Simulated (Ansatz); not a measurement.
# B3LYP/def2-SVP run of CH5BOSi (SMILES B[SiH2]C=O)

Aim: the vertical ionisation energy of CH5BOSi at B3LYP/def2-SVP, from 2 runs. 

Program for the calculation: Ansatz 0.2.0.

123 further runs of the same task are left out: 123 set aside as unsound or not needed.

**1. The structure to begin with**

The species is CH5BOSi (9 atoms), meant as a singlet with charge 0. As SMILES, `B[SiH2]C=O`. The shape is that of a PBE0-D4/def2-TZVP optimisation. This is one conformer, not always the lowest.

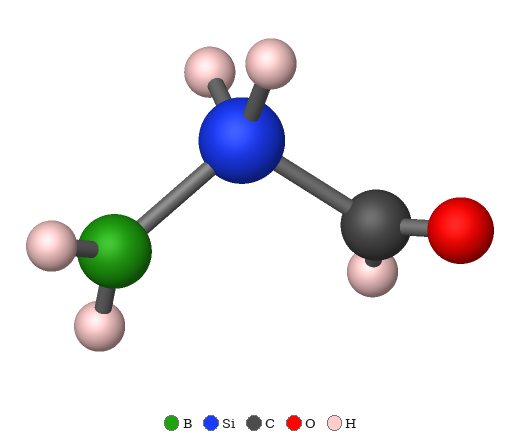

Viewed from a chosen angle; boron green, silicon blue, carbon dark grey, oxygen red, hydrogen pink.

**2. A single-point energy at B3LYP/def2-SVP**

run.yaml reads:

```yaml
basis:
  gaussian: {orbitals: def2-SVP}
crystal:
  periodic: [false, false, false]
  atoms:
    - symbol: B
      position_ang: [-0.950100, 0.850000, -1.073100]
    - symbol: Si
      position_ang: [0.610800, -0.206000, -0.386500]
    - symbol: C
      position_ang: [0.330600, -0.553700, 1.494500]
    - symbol: O
      position_ang: [1.022800, -0.098400, 2.365800]
    - symbol: H
      position_ang: [-2.057600, 0.518200, -0.767000]
    - symbol: H
      position_ang: [-0.828800, 1.799400, -1.786900]
    - symbol: H
      position_ang: [1.958100, 0.387600, -0.570700]
    - symbol: H
      position_ang: [0.542000, -1.540900, -1.055900]
    - symbol: H
      position_ang: [-0.539200, -1.202400, 1.762900]
hamiltonian: {xc: {name: B3LYP}}
accuracy: high
output: {orbitals: {seedname: orbitals}}
```

The run is started by

```
ansatz run run.yaml --threads 1 --pin off --max-ram 3480MiB --events-out events.jsonl --progress --plain --runs-dir runs
```

The program printed:

```text
Warning: RAYON_NUM_THREADS=1 ignored (pool sized by the plan → 1); use --threads N
Functional definition: B3LYP
  name "B3LYP"
  parameter a0 = 0.2
  parameter ax = 0.72
  parameter ac = 0.81
  exchange = (1 - a0 - ax)*slater_x + ax*b88_x + a0*exact_x
  correlation = (1 - ac)*vwn_rpa_c + ac*lyp_c
1931 factors; integrals over basis functions are off by at most 3.7e-9 eV
mean field evaluation 1: about -11709.2527 eV, gradient 3.9e1 eV
mean field evaluation 2: about -11691.8740 eV, gradient 9.7e1 eV
mean field evaluation 4: about -11712.4740 eV, gradient 4.3e0 eV
mean field evaluation 8: about -11712.6777 eV, gradient 6.5e-1 eV
mean field evaluation 16: about -11712.6785 eV, gradient 6.2e-5 eV
mean field -11712.67852888 eV, -430.4329967977 hartree, gradient 1.2e-8 eV, S^2 0.000000; 0 other end points of the search recorded, 0 dependent functions left out
reference -11712.67857075 eV, -430.4329983364 hartree; 19, 19 occupied and 66, 66 virtual orbitals, 1931 factors
Total energy: -11712.67857075 eV, -430.4329983364 hartree
```

Run time: 7.8 s. Hardware: 1 thread of Arm Neoverse V2, shared host; peak memory 0.27 GiB.

**3. The doublet cation, same level**

molecule.yaml reads:

```yaml
crystal:
  periodic: [false, false, false]
  atoms:
    - {symbol: B, position_ang: [-0.950100, 0.850000, -1.073100]}
    - {symbol: Si, position_ang: [0.610800, -0.206000, -0.386500]}
    - {symbol: C, position_ang: [0.330600, -0.553700, 1.494500]}
    - {symbol: O, position_ang: [1.022800, -0.098400, 2.365800]}
    - {symbol: H, position_ang: [-2.057600, 0.518200, -0.767000]}
    - {symbol: H, position_ang: [-0.828800, 1.799400, -1.786900]}
    - {symbol: H, position_ang: [1.958100, 0.387600, -0.570700]}
    - {symbol: H, position_ang: [0.542000, -1.540900, -1.055900]}
    - {symbol: H, position_ang: [-0.539200, -1.202400, 1.762900]}
basis:
  gaussian:
    orbitals: def2-SVP
total_charge: 1
magnetization:
  spin_polarized: true
  initial_magnetization: 1
hamiltonian:
  xc: {name: B3LYP}
accuracy: high
output:
  orbitals: {seedname: orbitals}
```

The run is started by

```
ansatz run molecule.yaml --threads 1 --pin off --max-ram 3480MiB --events-out events.jsonl --progress --plain --runs-dir runs
```

The program printed:

```text
Warning: RAYON_NUM_THREADS=1 ignored (pool sized by the plan → 1); use --threads N
Functional definition: B3LYP
  name "B3LYP"
  parameter a0 = 0.2
  parameter ax = 0.72
  parameter ac = 0.81
  exchange = (1 - a0 - ax)*slater_x + ax*b88_x + a0*exact_x
  correlation = (1 - ac)*vwn_rpa_c + ac*lyp_c
1927 factors; integrals over basis functions are off by at most 3.7e-9 eV
mean field evaluation 1: about -11691.7383 eV, gradient 4.7e1 eV
mean field evaluation 2: about -11530.8750 eV, gradient 1.5e2 eV
mean field evaluation 4: about -11700.8385 eV, gradient 2.2e1 eV
mean field evaluation 8: about -11703.3235 eV, gradient 4.7e-1 eV
mean field evaluation 16: about -11703.4873 eV, gradient 1.3e-2 eV
mean field evaluation 32: about -11703.4873 eV, gradient 1.3e-7 eV
mean field -11703.48725976 eV, -430.0952238877 hartree, gradient 5.7e-8 eV, S^2 0.756375; 0 other end points of the search recorded, 0 dependent functions left out
reference -11703.48730179 eV, -430.0952254322 hartree; 19, 18 occupied and 66, 67 virtual orbitals, 1927 factors
Total energy: -11703.48730179 eV, -430.0952254322 hartree
```

Wall time 14 s (1 thread of Arm Neoverse V2, shared host); peak memory 0.38 GiB.

**4. What came out**

Level: B3LYP/def2-SVP.

| quantity | value |
| --- | --- |
| singlet CH5BOSi: total energy | -430.43300 Eh |
| singlet CH5BOSi: HOMO energy | -6.64 eV |
| singlet CH5BOSi: LUMO energy | -2.91 eV |
| singlet CH5BOSi: HOMO–LUMO gap | 3.73 eV |
| doublet cation: total energy | -430.09523 Eh |
| doublet cation: HOMO energy (highest over α and β) | -14.02 eV |
| doublet cation: LUMO energy (lowest over α and β) | -11.73 eV |
| doublet cation: ⟨S²⟩ | 0.756 |
| vertical ionisation energy (to the doublet cation) | 9.191 eV |

**Reading.** Removing an electron at fixed nuclei costs 9.19 eV (212 kcal/mol). The negative HOMO energy of the first species, 6.64 eV, lies 2.55 eV below that difference.
